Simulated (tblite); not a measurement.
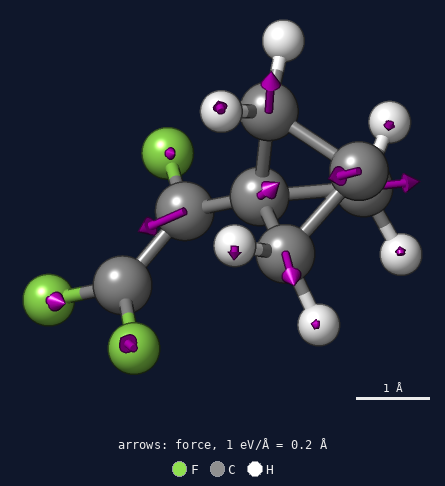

Starting geometry of C₇H₆F₃ (multiplicity 2) with the computed forces as purple arrows. Style: ball-and-stick. Shown from a free direction.

Method: GFN2-xTB geometry optimisation, gas phase (tblite 0.8.0). 

**What follows when this structure is relaxed?**

It isn't relaxed: the largest force vector, on C atoms, is 4.30 eV/Å. The final displacements follow the starting forces only in part (cosine between the two patterns 0.53). After 38 geometry steps the energy has fallen by 120.8 kJ/mol. The atom that moves furthest after the best rigid fit is an F atom (0.25 Å). Largest moves by element: F 0.25 Å, H 0.23 Å, C 0.13 Å. Some distances before and after: C–C 1.388 → 1.480 Å, C–C 1.472 → 1.545 Å, C–F 1.383 → 1.327 Å, C–H 1.108 → 1.085 Å. Among the angles between lasting bonds that change: C–C–H 107.2° → 117.5°, C–C–H 108.4° → 117.5°, C–C–C 81.6° → 90.3°. Cost: 0.2 s on 1 thread of Arm Neoverse V2, on a shared host.
